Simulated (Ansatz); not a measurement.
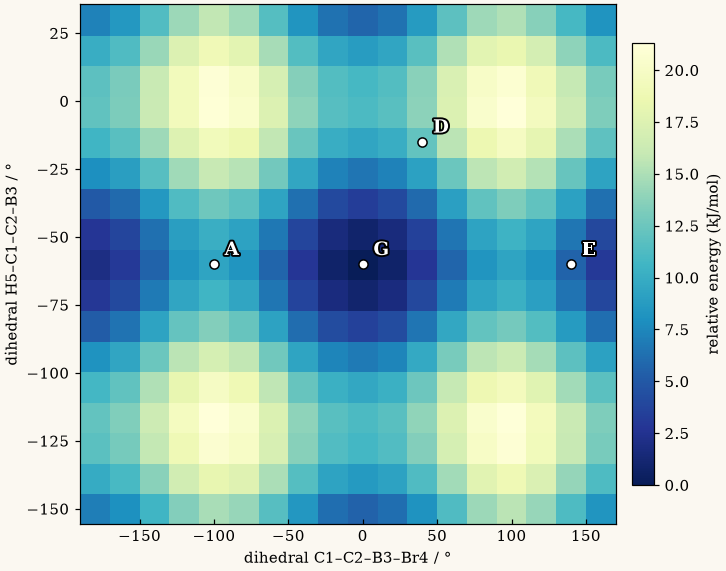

C2H5BBr, SMILES CC[B]Br, spin multiplicity 2. First axis: dihedral C1–C2–B3–Br4. Second axis: dihedral H5–C1–C2–B3. Nothing is relaxed (all other coordinates rigid). Grid: 18 × 17 points. All energies are given in kJ/mol relative to the lowest grid point. Theory: UKS PBE-D4/def2-SVP (Ansatz).

Drawn: one coloured cell a grid point, lettered points.

### Is E the lowest point of the computed grid?

No. E lies 5.6 kJ/mol above the lowest grid point, which is at dihedral C1–C2–B3–Br4 = 0°, dihedral H5–C1–C2–B3 = −60.0°.

### Rank the lettered points by energy, lowest first.

G (0.0 kJ/mol), E (5.6 kJ/mol), A (9.4 kJ/mol), D (12.1 kJ/mol).

### What kind of point is each of A, D, E, G: minimum, saddle, maximum or slope?

A: saddle point; D: on a slope; E: on a slope; G: minimum. (In these two coordinates alone; a stationary point may lie a little off the grid point.)
